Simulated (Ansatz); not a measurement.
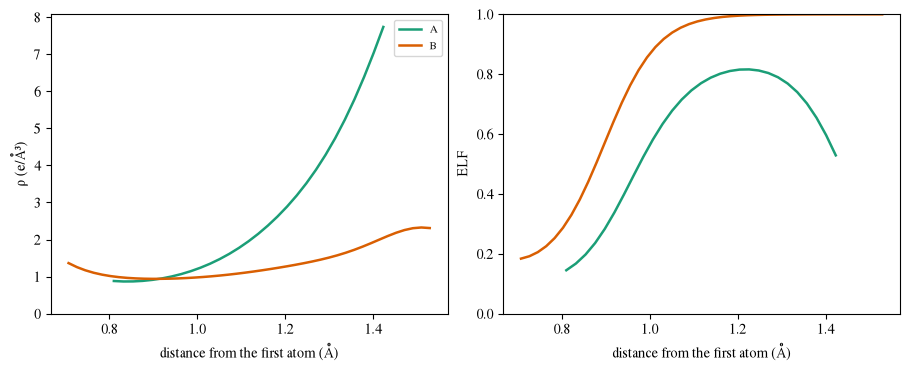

Figure. F2GeH2. Electron density and electron localisation function along straight lines between neighbouring atoms. The curves leave out the atomic cores.

The calculation used RKS B3LYP/def2-SVPD in Ansatz.

```xyz
5

Ge    0.3316    0.0000    0.2347
H     0.1830    0.0000    1.7563
H     1.7169    0.0000   -0.4119
F    -0.5391    1.3895   -0.3814
F    -0.5391   -1.3895   -0.3814
```

Q: Which curve belongs to which contact (Ge–F and Ge–H)? The first atom named is at distance zero.

A: Curve A: Ge–F (1.75 Å): the density is about 0.88 e/Å³ at the midpoint; the ELF peaks at about 0.80 in the valence shell of F, 0.5 Å from its nucleus, and is about 0.25 at the midpoint. Curve B: Ge–H (1.53 Å): ρ at the midpoint is about 1.1 e/Å³; the ELF climbs to about 1 towards the hydrogen.
